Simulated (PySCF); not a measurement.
# CH4FNSi, SMILES `C#N.[SiH3]F`: electronic structure

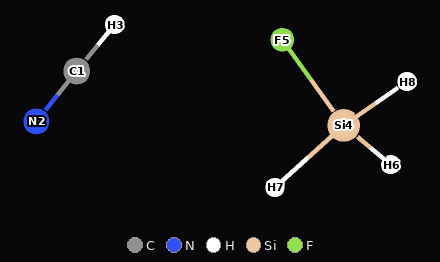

The molecule, with its atoms numbered as below.

Cartesian coordinates (Å):

```
C1      -2.2557    0.3436    0.0066
N2      -2.9745   -0.5389   -0.0055
H3      -1.5817    1.1593    0.0173
Si4      1.6101   -0.4423    0.0014
F5       0.8985    1.0047   -0.0055
H6       2.5972   -0.3676   -1.0626
H7       0.5258   -1.3751   -0.2571
H8       2.1860   -0.5556    1.3310
```

### 1. Weak contacts

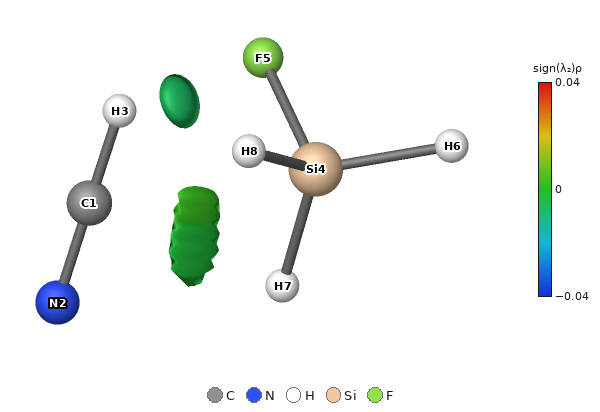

Non-covalent interaction surfaces between the fragments (reduced density gradient s = 0.5, coloured by sign(λ₂)ρ in a.u.; trimmed to the region between the fragments where ρ is under 0.06 a.u.). Fragment A: HCN (atoms 1–3); fragment B: SiH3F.

PySCF calculation, HF/def2-SVP, gas phase; geometry: GFN2-xTB.

**Which interactions hold the two fragments together?**

Bond critical points between the fragments: H3···F5, weak C–H hydrogen bond, 2.48 Å, ρ = 0.007 a.u.; C1···H7, 3.28 Å, ρ = 0.003 a.u. All are weak and appear green, as weak hydrogen bonds do. Several contacts close a ring, whose ring point adds a part with positive λ₂ between them. The pose is a local one from a semi-empirical search, not shown to be the most stable.

**How strongly are they bound?**

The counterpoise-corrected interaction energy of the frozen fragments is −2.0 kcal/mol without dispersion correction and −3.5 kcal/mol with D3(BJ). The pair geometry is semi-empirical, not a minimum at this level.

### 2. Binding density

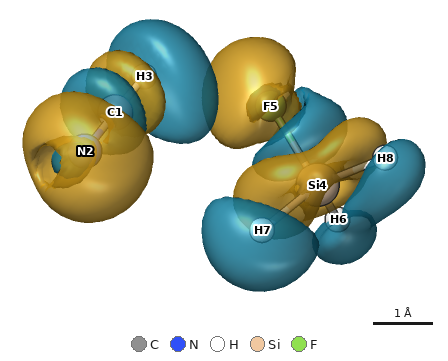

Density of the complex less the densities of the two fragments at the same geometry, ±0.001 e/Å³ (yellow: gain, teal: loss). Fragment A: HCN (atoms 1–3); fragment B: SiH3F.

**How is the density rearranged on binding?**

Hirshfeld charges show almost no net transfer (under 0.005 e). By Hirshfeld charges, electrons gather most on N2 (−0.012 e) and leave H3 most (+0.009 e); 0.04 e is displaced in all, which induces a dipole of 0.19 D.

### 3. Excited states

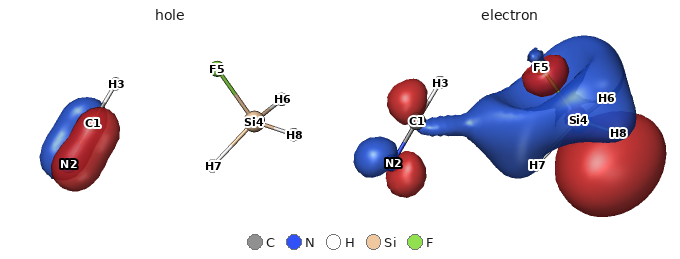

Leading natural transition orbital pair of S₄ (TDA singlet states); the surfaces enclose about 70 % of each orbital's density.

Computed with PySCF, PBE/def2-SVP, geometry: GFN2-xTB. Without diffuse functions Rydberg states are missing, so the states' numbers hold for this basis only.

**Give its energy, strength and character.**

7.73 eV (160 nm), f = 0.000 (very weak), charge transfer, whose energy this functional puts too low; the leading pair carries 100 %; hole on N2 (52 %) and C1 (44 %), electron on Si4 (57 %), F5 (9 %) and H6, H7 and H8 (7 % each); their centroids lie 3.9 Å apart; S₅ lies within 0.1 eV of it. In canonical orbitals it is mainly HOMO−3 → LUMO (94 %). The HOMO–LUMO gap is 7.37 eV.
